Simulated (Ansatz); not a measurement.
HBr: geometry relaxation

HBr, computed with RKS PBE0-D4/def2-TZVP (Ansatz 0.2.0).

Figures and captions count atoms from 1; the log counts them from 0 in places.

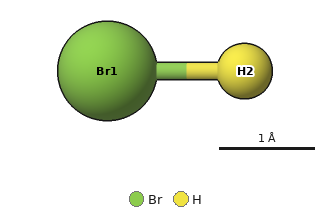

Figure 1. The input geometry (ball-and-stick view, seen on its broad side; atoms are numbered from 1 in the order of the input).

Results in brief:

```tsv
quantity	value
outcome	converged
total energy	−70054.5783 eV
mean-field energy	−70054.5728 eV
dispersion energy	−0.0055 eV
SCF solution under orbital rotations	stable
largest force (length of the vector) at the end	0.002 eV/Å
dipole moment	0.95 D
hardware	8 threads of Arm Neoverse V2, 23 GiB of memory available, shared host
wall time	0.6 s (CPU time 2.7 s)
peak memory	0.52 GiB
```

Input:
```yaml
crystal:
  periodic: [false, false, false]
  atoms:
    - {symbol: Br, position_ang: [2.554642, -1.242257, -1.347847]}
    - {symbol: H, position_ang: [1.741628, -1.042546, -0.169902]}
basis:
  gaussian: {orbitals: def2-TZVP}
hamiltonian: {xc: pbe0, dispersion: d4}
relax: {f_tol: 0.005, max_steps: 200}
```

Launched with:
```bash
ansatz run in.yaml --threads 8 --pin off --events-out ev --progress --plain --max-ram 19148MiB
```

Log:
```
Functional definition: PBE0
  name "PBE0"
  cite "Adamo & Barone, J. Chem. Phys. 110, 6158 (1999) doi:10.1063/1.478522"
  cite "Perdew, Burke & Ernzerhof, Phys. Rev. Lett. 77, 3865 (1996) doi:10.1103/PhysRevLett.77.3865"
  parent pbe
  parameter a = 0.25
  parameter kappa = 0.804
  parameter beta = 0.06672455060314922
  exchange = (1 - a)*pbe_x(kappa = kappa, mu = beta*pi^2/3) + a*exact_x
  correlation = pbe_c(beta = beta)
457 factors; their error is unknown
mean field evaluation 1: about -70054.0196 eV, gradient 6.5e0 eV
mean field evaluation 2: about -70054.0840 eV, gradient 3.7e0 eV
mean field evaluation 4: about -70054.1251 eV, gradient 6.8e-2 eV
mean field evaluation 8: about -70054.5652 eV, gradient 1.6e-3 eV
mean field -70054.56521434 eV, -2574.4577869372 hartree, gradient 5.0e-5 eV, S^2 0.000000; 0 other end points of the search recorded, 0 dependent functions left out
the calculation of the forces begins
reference -70054.56523164 eV, -2574.4577875729 hartree; 18, 18 occupied and 36, 36 virtual orbitals, 457 factors
relax step   1: F+E_penalty+E_count = -70054.57074177 eV  Δ(F+E_penalty+E_count) = +0.000e0 eV  max|allowed force component| = 4.909e-1 eV/Å  Δτ_max = 0.0000 Å  (22 SCF iters, accepted)
these checks for a lower state are left out or cut short: starts, cluster_reference, orbital_swaps, neighbouring_geometries, increment
457 factors; their error is unknown
mean field evaluation 16: about -70054.5725 eV, gradient 4.1e-1 eV
mean field -70054.57260243 eV, -2574.4580584446 hartree, gradient 9.3e-6 eV, S^2 0.000000; 0 other end points of the search recorded, 0 dependent functions left out
the calculation of the forces begins
reference -70054.57261971 eV, -2574.4580590796 hartree; 18, 18 occupied and 36, 36 virtual orbitals, 457 factors
relax step   2: F+E_penalty+E_count = -70054.57812299 eV  Δ(F+E_penalty+E_count) = -7.381e-3 eV  max|allowed force component| = 7.811e-2 eV/Å  Δτ_max = 0.0104 Å  (28 SCF iters, accepted)
these checks for a lower state are left out or cut short: starts, cluster_reference, orbital_swaps, neighbouring_geometries, increment
457 factors; their error is unknown
mean field -70054.57278211 eV, -2574.4580650476 hartree, gradient 9.1e-6 eV, S^2 0.000000; 0 other end points of the search recorded, 0 dependent functions left out
the calculation of the forces begins
reference -70054.57279939 eV, -2574.4580656825 hartree; 18, 18 occupied and 36, 36 virtual orbitals, 457 factors
relax step   3: F+E_penalty+E_count = -70054.57830141 eV  Δ(F+E_penalty+E_count) = -1.784e-4 eV  max|allowed force component| = 1.596e-3 eV/Å  Δτ_max = 0.0019 Å  (29 SCF iters, accepted)
457 factors; their error is unknown
mean field evaluation 32: about -70054.5727 eV, gradient 4.1e-1 eV
```

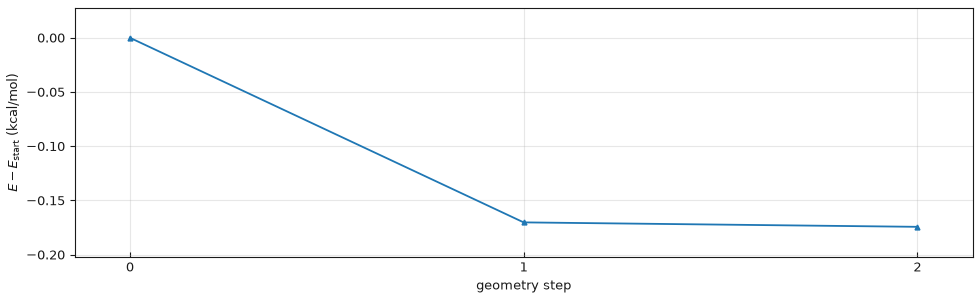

Figure 2. Progress of the relaxation, step by step (the first geometry is step 0 here and step 1 in the log). The energy falls by 0.17 kcal/mol in 2 geometry steps. Largest force component: 0.49 eV/Å at the start, 0.0016 eV/Å at the end. The largest moves after the best rigid fit, 0.012 Å, are those of Br1 and H2. Largest moves by element: H 0.012 Å, Br 0.012 Å. Distances before and after: Br1–H2 1.445 → 1.420 Å. (Atoms are counted from 1 in the order of the input.)

```
mean field -70054.57278211 eV, -2574.4580650476 hartree, gradient 9.1e-6 eV, S^2 0.000000; 1 other end points of the search recorded, 0 dependent functions left out
the calculation of the forces begins
reference -70054.57279939 eV, -2574.4580656825 hartree; 18, 18 occupied and 36, 36 virtual orbitals, 457 factors
Total energy: -70054.57831868 eV, -2574.4582685129 hartree
Atom 0 at     2.547703    -1.240553    -1.337794 Å, force     0.001102    -0.000271    -0.001596 eV/Å
Atom 1 at     1.748567    -1.044250    -0.179955 Å, force    -0.001102     0.000271     0.001596 eV/Å
Dipole moment:    -0.111578     0.027408     0.161661 e Å
```

Trajectory as extended XYZ (Å, eV, eV/Å), 3 frames, from step=1 to step=3:
```
2
Properties=species:S:1:pos:R:3:forces:R:3 step=1 energy=-70054.57074
Br    2.5546   -1.2423   -1.3478   -0.3388   0.0832   0.4909
H     1.7416   -1.0425   -0.1699    0.3388  -0.0832  -0.4909
2
Properties=species:S:1:pos:R:3:forces:R:3 step=2 energy=-70054.57812
Br    2.5488   -1.2408   -1.3393   -0.0539   0.0132   0.0781
H     1.7475   -1.0440   -0.1784    0.0539  -0.0132  -0.0781
2
Properties=species:S:1:pos:R:3:forces:R:3 step=3 energy=-70054.57830
Br    2.5477   -1.2406   -1.3378    0.0011  -0.0003  -0.0016
H     1.7486   -1.0442   -0.1800   -0.0011   0.0003   0.0016
```

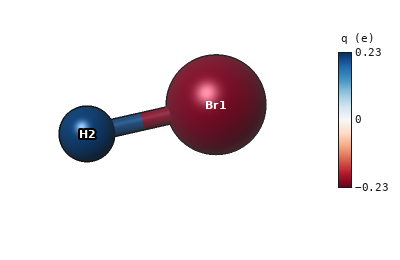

Figure 3. Mulliken charges, as the colour of each atom (ball-and-stick view, seen at an oblique angle; atoms are numbered from 1 in the order of the input; Mulliken charges depend strongly on the basis). By element: Br −0.22 and H +0.22 e.
